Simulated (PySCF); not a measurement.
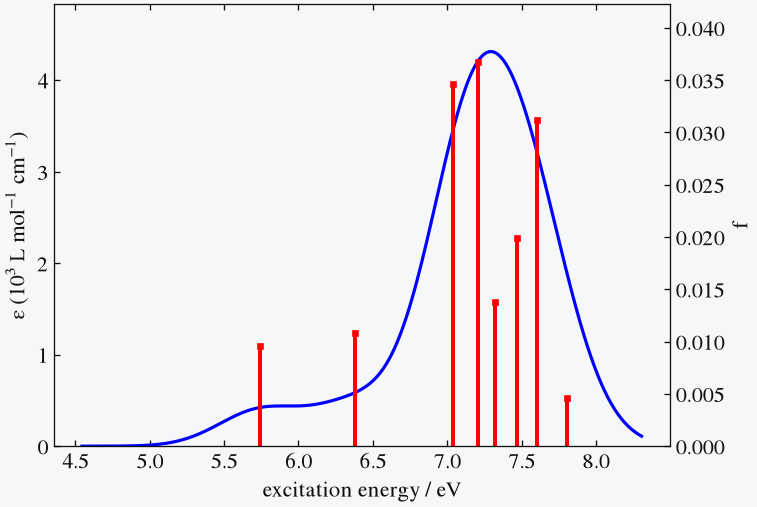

Vertical TDDFT excitations, PBE0/def2-SVPD in PySCF 2.14.0, at a GFN2-xTB geometry (no frequency check), gas phase. Only the first 8 singlet excitations are included; each is broadened by a Gaussian of 1/e half-width 0.40 eV. Sticks give oscillator strengths (right axis).

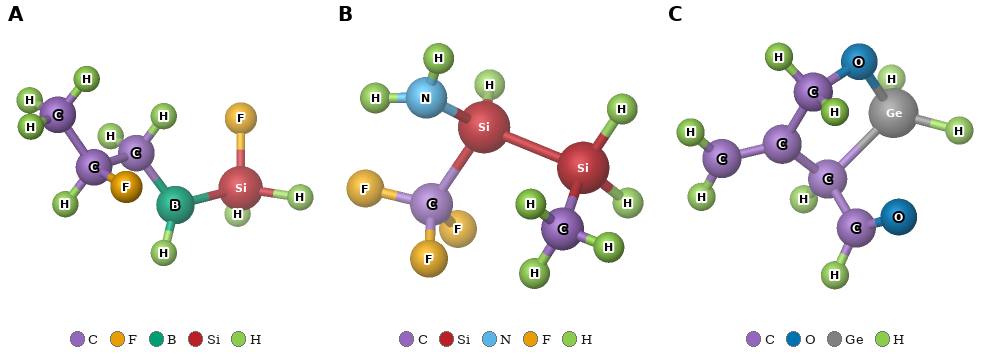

### Which molecule gives this spectrum? Choose among the lettered structures.

Structure B, C₂H₈F₃NSi₂, SMILES C[SiH2][Si@H](N)C(F)(F)F. Its lowest singlet lies at 5.74 eV (f = 0.010) and the brightest of those computed is S4 at 7.21 eV (172 nm), f = 0.037, mainly HOMO → LUMO+2 (89 %).

Known limits of this run: states above the negative HOMO energy depend on the basis; the tight-binding geometry is rougher than a DFT one and adds to the error; one conformer of a flexible molecule; core orbitals are frozen in the response.
